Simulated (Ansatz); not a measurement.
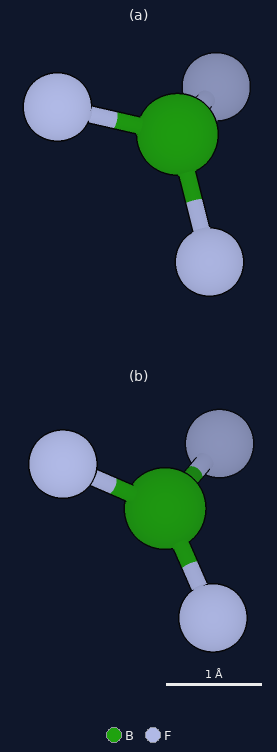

The structure of BF₃ before (top) and after (bottom) a relaxation, at one scale.

The picture is a ball-and-stick view, seen at a tilt.

It is one of the separated reactants of a reaction.

Method: RKS PBE0-D4/def2-TZVP (Ansatz). Settings: force threshold 0.005 eV/Å; at most 200 steps.

Q: Summarise the run.

A: The B atom moves most after the best rigid fit: 0.24 Å. By element the largest moves are B 0.24 Å, F 0.08 Å. Some distances before and after: B–F 1.396 → 1.311 Å, B–F 1.352 → 1.311 Å. Among the angles between lasting bonds that change: F–B–F 113.3° → 120.0°, F–B–F 117.2° → 120.0°. Over 4 accepted moves (5 points after the start) the energy falls by 22.1 kcal/mol. The largest force component goes from 4.7 to 0.00017 eV/Å. The line search rejected the trial step at point 3 of the run. The run took 3 s on 8 threads of Arm Neoverse V1, with other jobs on the host.
